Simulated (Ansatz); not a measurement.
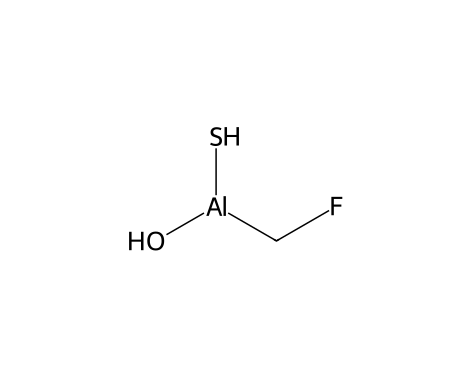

Transcribe the drawing into SMILES.

Answer. [OH][Al]([SH])[CH2]F

Give the formula, hydrogens included.

Answer. CH4AlFOS.

An optimisation with PBE0-D4/def2-TZVP gave a structure of which point group?

Answer. Cs. Other conformers may differ.

The parts below concern this one geometry. Atoms keep their numbers from picture to picture. The geometry was computed by an optimisation with PBE0-D4/def2-TZVP.

## Geometry

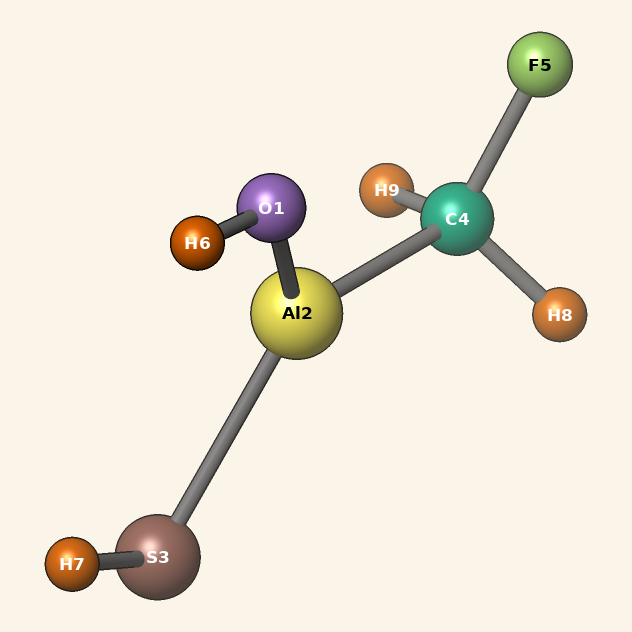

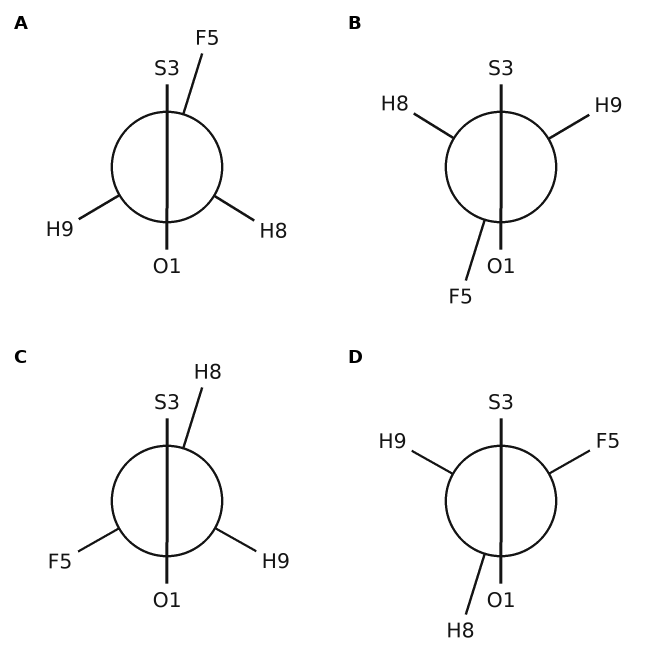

Atoms fade into the background with distance from the viewer. Bonds that would overlap in a projection are set slightly apart.

Which Newman projection shows the view along Al2–C4, with Al2 in front?

Answer. B. The torsion angle S3–Al2–C4–F5 is 180°, antiperiplanar (anti).

## Vibrations

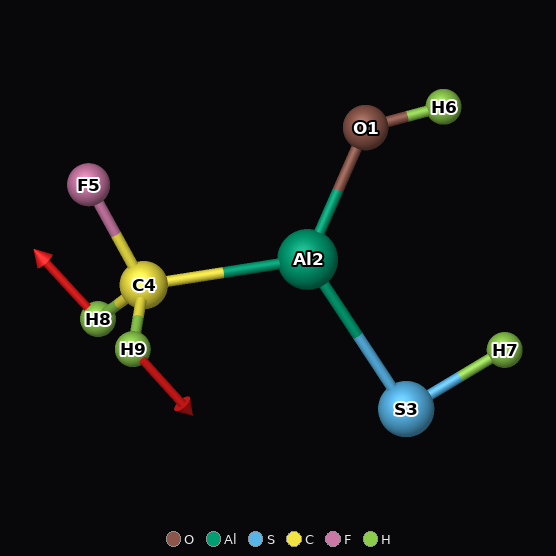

The arrows show one normal mode. Harmonic vibrations computed with RKS PBE0-D4/def2-TZVP (Ansatz 0.2.0) at a stationary point of the same level.

Describe the motion.

Answer. Mostly F–C–H bending.

At what wavenumber does it lie?

Answer. 1246 cm⁻¹; it is mode 15 of 21 counted from the lowest.

## Electronic properties

Level of theory: RKS r2SCAN-D4/def2-TZVPP (Ansatz 0.2.0).

Predict the main results.

- dipole moment: 2.03 D
- HOMO energy (Kohn–Sham orbital): −6.90 eV
- LUMO energy (Kohn–Sham orbital): −0.78 eV
- HOMO–LUMO gap: 6.12 eV
- dispersion correction: −4.2 kJ/mol

## Charges

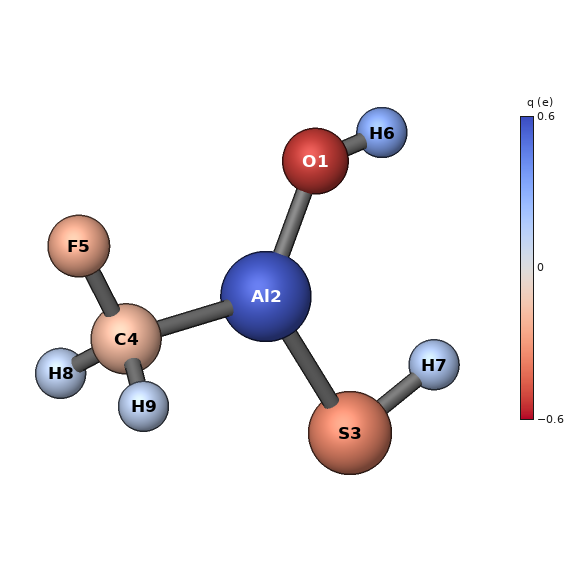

Atoms are coloured by their Mulliken charges. Level of theory: RKS PBE0-D4/def2-TZVP (Ansatz 0.2.0).

List the Mulliken charges.

```tsv
atom	value (e)
O1	−0.52
Al2	0.56
S3	−0.35
C4	−0.18
F5	−0.23
H6	0.31
H7	0.16
H8	0.13
H9	0.13
```

Mulliken values depend strongly on the basis set and can even reverse the polarity of a bond.
